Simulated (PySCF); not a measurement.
**SVWN5/STO-3G run of [NH4]+ (ammonium)**

What is the energy change on altering one bond length of [NH4]+ (ammonium) at SVWN5/STO-3G? Input form: a Python script.

Program for the calculation: PySCF 2.14.0.

15 further runs of the same task are left out: 2 that didn't finish, 13 set aside as unsound or not needed.

## (1) The molecule

[NH4]+: 5 atoms, total charge +1, spin state singlet. SMILES: `[NH4+]`. The shape is that of a PBE0-D4/def2-TZVP optimisation.

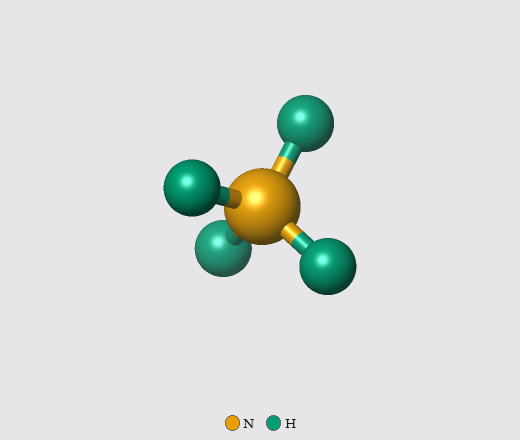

Viewed from a chosen angle; nitrogen amber, hydrogen teal.

## (2) A single-point energy at SVWN5/STO-3G

Contents of calc.py:

```python
from pyscf import gto, dft

molecule = gto.M(
    atom='''
N    0.000010   0.000010   0.000000
H    0.453330  -0.447860   0.801010
H   -0.972430   0.216180   0.235210
H    0.023940  -0.633460  -0.803650
H    0.495160   0.865130  -0.232580
''',
    spin=0,
    max_memory=1860,
    basis='sto-3g',
    charge=1,
    verbose=3,
)

calc0 = dft.RKS(molecule, xc='svwn')
calc0.grids.level = 5
calc0.conv_tol = 1e-10
calc0.kernel()
if not calc0.converged:
    calc0 = calc0.newton().run(calc0.mo_coeff, calc0.mo_occ)

etot = calc0.e_tot
print('E(%s) = %.9f' % ('SVWN5', etot))
```

Started as:

```console
$ OMP_NUM_THREADS=1 python calc.py
```

The program printed:

```text
converged SCF energy = -55.7108798387856
E(SVWN5) = -55.710879839
```

Run time: 0.94 s. Hardware: 1 thread of Arm Neoverse V2, shared host; peak memory 0.13 GiB.

## (3) The distorted shape at the same level

Contents of calc.py:

```python
from pyscf import gto, dft

system = gto.M(
    atom='''
N       -0.396096      -0.692061       0.186057
H        0.057224      -1.139931       0.987067
H       -1.368536      -0.475891       0.421267
H       -0.372166      -1.325531      -0.617593
H        0.495160       0.865130      -0.232580
''',
    charge=1,
    basis='sto-3g',
    verbose=4,
    max_memory=1860,
)

mf = dft.RKS(system, xc='svwn')
mf.conv_tol = 1e-10
mf.grids.level = 5
mf.kernel()
if not mf.converged:
    mf = mf.newton().run(mf.mo_coeff, mf.mo_occ)

e_final = mf.e_tot
print(f'total energy: {e_final:.8f} hartree')
```

Started as:

```console
$ OMP_NUM_THREADS=1 python calc.py
```

The program printed:

```text
PySCF version 2.14.0

[INPUT] num. atoms = 5
[INPUT] num. electrons = 10
[INPUT] charge = 1
[INPUT] spin (= nelec alpha-beta = 2S) = 0
[INPUT] symmetry False subgroup None
[INPUT] Mole.unit = angstrom
[INPUT] Symbol           X                Y                Z      unit          X                Y                Z       unit  Magmom
[INPUT]  1 N     -0.396096000000  -0.692061000000   0.186057000000 AA   -0.748512959036  -1.307805751493   0.351596773558 Bohr   0.0
[INPUT]  2 H      0.057224000000  -1.139931000000   0.987067000000 AA    0.108137687752  -2.154157390902   1.865286296596 Bohr   0.0
[INPUT]  3 H     -1.368536000000  -0.475891000000   0.421267000000 AA   -2.586158231608  -0.899303655145   0.796079255317 Bohr   0.0
[INPUT]  4 H     -0.372166000000  -1.325531000000  -0.617593000000 AA   -0.703291812875  -2.504890559621  -1.167081626449 Bohr   0.0
[INPUT]  5 H      0.495160000000   0.865130000000  -0.232580000000 AA    0.935716787840   1.634858762145  -0.439512502051 Bohr   0.0

nuclear repulsion = 14.4820983683831
number of shells = 7
number of NR pGTOs = 27
number of NR cGTOs = 9
basis = sto-3g
ecp = {}

******** <class 'pyscf.dft.rks.RKS'> ********
method = RKS
initial guess = minao
damping factor = 0
level_shift factor = 0
DIIS = <class 'pyscf.scf.diis.CDIIS'>
diis_start_cycle = 1
diis_space = 8
diis_damp = 0
SCF conv_tol = 1e-10
SCF conv_tol_grad = None
SCF max_cycles = 50
direct_scf = True
direct_scf_tol = 1e-13
XC library pyscf.dft.libxc version 7.0.0
    S. Lehtola, C. Steigemann, M. J.T. Oliveira, and M. A.L. Marques.,  SoftwareX 7, 1–5 (2018)
XC functionals = svwn
    P. A. M. Dirac.,  Math. Proc. Cambridge Philos. Soc. 26, 376 (1930)
    F. Bloch.,  Z. Phys. 57, 545 (1929)
    S. H. Vosko, L. Wilk, and M. Nusair.,  Can. J. Phys. 58, 1200 (1980)
radial grids:
    Treutler-Ahlrichs [JCP 102, 346 (1995); DOI:10.1063/1.469408] (M4) radial grids

becke partition: Becke, JCP 88, 2547 (1988); DOI:10.1063/1.454033
pruning grids: <function nwchem_prune>
grids dens level: 5
symmetrized grids: False
atomic radii adjust function: <function treutler_atomic_radii_adjust>
small_rho_cutoff = 0
Set gradient conv threshold to 1e-05
Initial guess from minao.
tot grids = 136280
init E= -55.672190727123
  HOMO = -0.300481249649357  LUMO = -0.0605112636764639  gap/eV = 6.52992
cycle= 1 E= -55.5339316300807  delta_E= 0.138  |g|= 0.229  |ddm|= 2.18
  HOMO = -0.554831764119269  LUMO = -0.346308846326535  gap/eV = 5.67420
cycle= 2 E= -55.249754360663  delta_E= 0.284  |g|= 0.866  |ddm|= 1.48
  HOMO = -0.572951259810275  LUMO = -0.364698428860037  gap/eV = 5.66685
cycle= 3 E= -55.560486299019  delta_E= -0.311  |g|= 0.0187  |ddm|= 1.13
  HOMO = -0.579254579011627  LUMO = -0.373568260994479  gap/eV = 5.59701
cycle= 4 E= -55.5604841840444  delta_E= 2.11e-06  |g|= 0.0149  |ddm|= 0.0244
  HOMO = -0.580836234502646  LUMO = -0.374507684961346  gap/eV = 5.61449
cycle= 5 E= -55.5605847439701  delta_E= -0.000101  |g|= 0.00264  |ddm|= 0.0195
  HOMO = -0.58095857962613  LUMO = -0.374456963432803  gap/eV = 5.61920
cycle= 6 E= -55.5605877128225  delta_E= -2.97e-06  |g|= 0.000475  |ddm|= 0.00314
  HOMO = -0.580936952412036  LUMO = -0.374381492840345  gap/eV = 5.62066
cycle= 7 E= -55.5605878274151  delta_E= -1.15e-07  |g|= 3.63e-05  |ddm|= 0.000745
  HOMO = -0.5809390400157  LUMO = -0.37438055430175  gap/eV = 5.62074
cycle= 8 E= -55.5605878280039  delta_E= -5.89e-10  |g|= 7.21e-07  |ddm|= 5.57e-05
  HOMO = -0.580939016743045  LUMO = -0.374380560983974  gap/eV = 5.62074
cycle= 9 E= -55.5605878280041  delta_E= -1.42e-13  |g|= 3.44e-07  |ddm|= 5.64e-07
  HOMO = -0.580938923084311  LUMO = -0.374380579721985  gap/eV = 5.62074
Extra cycle  E= -55.5605878280036  delta_E= 5.26e-13  |g|= 1.12e-06  |ddm|= 2.09e-06
converged SCF energy = -55.5605878280036
total energy: -55.56058783 hartree
```

Run time: 1.1 s. Hardware: 1 thread of Arm Neoverse V2, shared host; peak memory 0.13 GiB.

## (4) What came out

Level: SVWN5/STO-3G.

```
                                                         quantity         value
                                        first shape: total energy  -55.71088 Eh
                                         first shape: HOMO energy     -21.18 eV
                                         first shape: LUMO energy      -1.06 eV
                                       first shape: HOMO–LUMO gap      20.11 eV
                                    distorted shape: total energy  -55.56059 Eh
                                     distorted shape: HOMO energy     -15.81 eV
                                     distorted shape: LUMO energy     -10.19 eV
                                   distorted shape: HOMO–LUMO gap       5.62 eV
energy change with the N1–H5 bond stretched from 1.024 to 1.842 Å      4.090 eV
```

What this shows: With the N1–H5 bond stretched from 1.024 to 1.842 Å the energy rises by 4.09 eV (395 kJ/mol). The first shape isn't relaxed at this level, so the change isn't measured from a minimum. The minimal basis adds a large error of its own. Mulliken charges (first shape) run from -0.47 on N1 to +0.37 on H2. Mulliken charges (distorted shape) run from -0.38 on N1 to +0.38 on H5; they depend strongly on the basis.
